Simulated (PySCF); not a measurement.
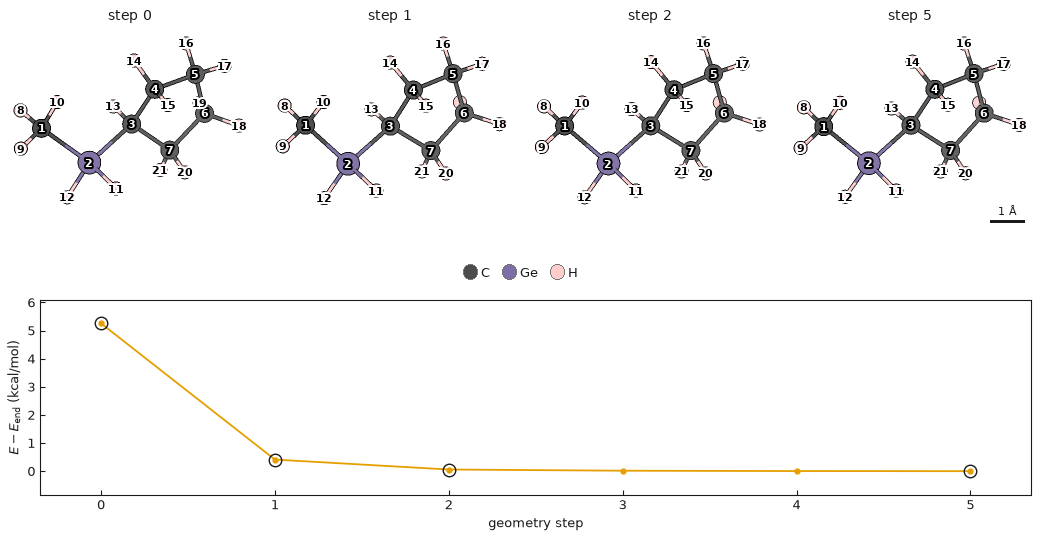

Frames of a relaxation of C6H14Ge, marked on the history of the run. Style: ball-and-stick. Shown at a tilt.

The start comes from GFN2-xTB. Its atoms were then displaced at random by about 0.01 Å.

The calculation used PBE0-D3(BJ)/def2-SVP geometry optimisation, gas phase (PySCF 2.14.0, density-fitted response routines). 

Question: What happens along the run?

Answer: The atom that moves furthest after the best rigid fit is H8 (0.15 Å). Largest moves by element: H 0.15 Å, C 0.08 Å, Ge 0.03 Å. Some distances before and after: Ge2–H11 1.497 → 1.548 Å, C1–H9 1.054 → 1.099 Å, Ge2–H12 1.508 → 1.546 Å, Ge2–C3 1.997 → 1.961 Å. Bond angles that change, for instance: H14–C4–H15 111.4° → 106.8°, C5–C4–H14 110.1° → 112.9°, Ge2–C3–C4 111.7° → 114.5°. Over 5 geometry steps the energy falls by 5.26 kcal/mol. From step 0 to 1: H atoms move most (0.19 Å), energy −4.84 kcal/mol. From step 1 to 2: H10 moves most (0.05 Å), energy −0.35 kcal/mol. From step 2 to 5: H10 moves most (0.06 Å), energy −0.06 kcal/mol.
